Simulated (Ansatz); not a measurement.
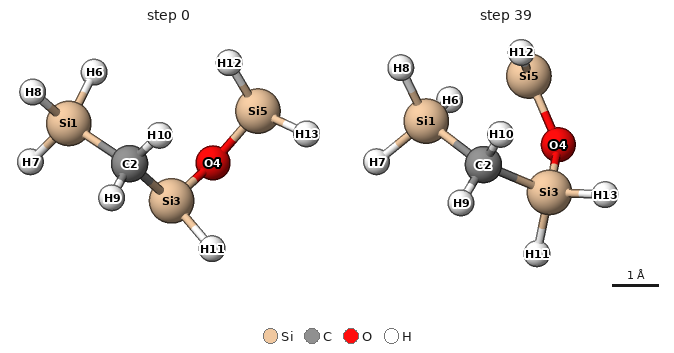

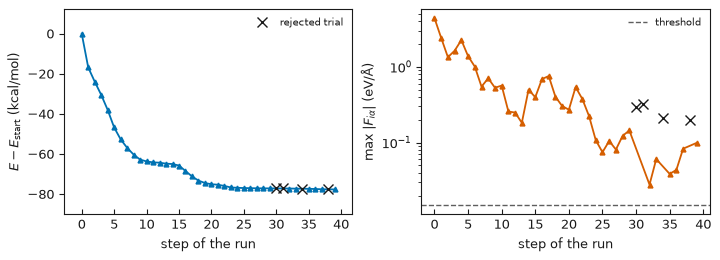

First and last geometry of a relaxation of CH₈OSi₃, with the history of the run. The picture is a ball-and-stick view, seen at a tilt.

The run prepares an end point of a later path (inversion) calculation, from a guessed geometry.

All numbers below come from RKS PBE0/def2-SVP in Ansatz 0.2.0.

Input
```yaml
crystal:
  periodic: [false, false, false]
  atoms:
    - { symbol: Si, position_ang: [-1.1505, -1.4736, -0.6267] }
    - { symbol: C, position_ang: [-0.2203, -0.7784, 0.7778] }
    - { symbol: Si, position_ang: [1.3979, -0.25, 0.0569] }
    - { symbol: O, position_ang: [1.4816, 1.0316, -0.8536] }
    - { symbol: Si, position_ang: [0.7704, 2.4207, -0.5855] }
    - { symbol: H, position_ang: [-1.4844, -0.3717, -1.6595] }
    - { symbol: H, position_ang: [-0.4741, -2.5658, -1.2856] }
    - { symbol: H, position_ang: [-2.4637, -1.9204, -0.1491] }
    - { symbol: H, position_ang: [-0.0578, -1.5423, 1.5694] }
    - { symbol: H, position_ang: [-0.7195, 0.0571, 1.3028] }
    - { symbol: H, position_ang: [2.3683, -0.0152, 1.2119] }
    - { symbol: H, position_ang: [-0.6859, 2.3128, -0.4049] }
    - { symbol: H, position_ang: [1.2585, 3.0605, 0.6607] }
basis:
  gaussian: { orbitals: def2-SVP }
hamiltonian:
  xc: pbe0
relax:
  f_tol: 0.015
  max_steps: 40
output:
  orbitals: {}
```

Run as
```bash
ansatz run input.yaml --threads 2 --pin off --max-ram 3072MiB --backend cpu --events-out ev --progress --plain --runs-dir out
```

**What do the curves and the structures tell?**

The relaxation stopped without meeting its thresholds, so the last structure isn't shown to be converged. It used up its limit of 40 steps. Over 35 accepted moves (39 points after the start) the energy falls by 77.7 kcal/mol. The largest force component goes from 4.4 to 0.099 eV/Å. The line search rejected the trial steps at points 30, 31, 34, 38 of the run. The largest move after the best rigid fit is that of H13, 1.86 Å. By element the largest moves are H 1.86 Å, Si 1.78 Å, O 0.47 Å, C 0.39 Å. Near-neighbour distances that change, for instance: Si5–H13 1.483 → 3.975 Å, Si5–H6 3.746 → 1.855 Å, Si3–H13 3.368 → 1.493 Å, Si1–Si5 4.342 → 2.987 Å. New bonds form: Si3–H13 (3.37 → 1.49 Å). Bonds break: Si5–H13 (1.48 → 3.98 Å). Bond angles that change, for instance: O4–Si5–H12 113.6° → 98.9°, C2–Si3–O4 120.3° → 107.2°, H6–Si1–H7 109.6° → 99.2°. Groups turn about O4–Si5 by about 85°, Si1–C2 by about 40°. The run took 2.1 min on 2 threads of Intel(R) Xeon(R) Platinum 8375C CPU @ 2.90GHz (Ice Lake) (shared host), peak memory 0.32 GiB.
